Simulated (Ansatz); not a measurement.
The starting structures come from a database of crystals and need not be the phases stable at ambient conditions.

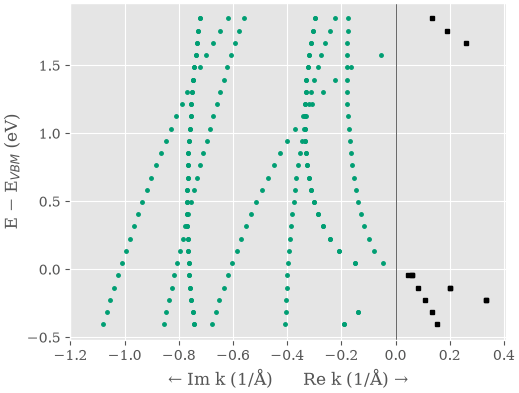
Complex bands at the centre of the two-dimensional zone; Ansatz (a quantum-chemistry and plane-wave program) with r2SCAN

No gap correction and no spin-orbit coupling; mid-gap values are interpolated between computed energies.

Q: This is Ca$_{4}$As$_{2}$O (I4/mmm, not sure to be the ambient phase, 7 atoms a cell, 22.7 Å³ an atom) along the normal of (001). Read off the slowest decay at the centre of the two-dimensional zone at 0.77 eV, the computed energy nearest the middle of the gap.

A: κ ≈ 0.16 1/Å, a decay length 1/(2κ) of the density of 3.1 Å.
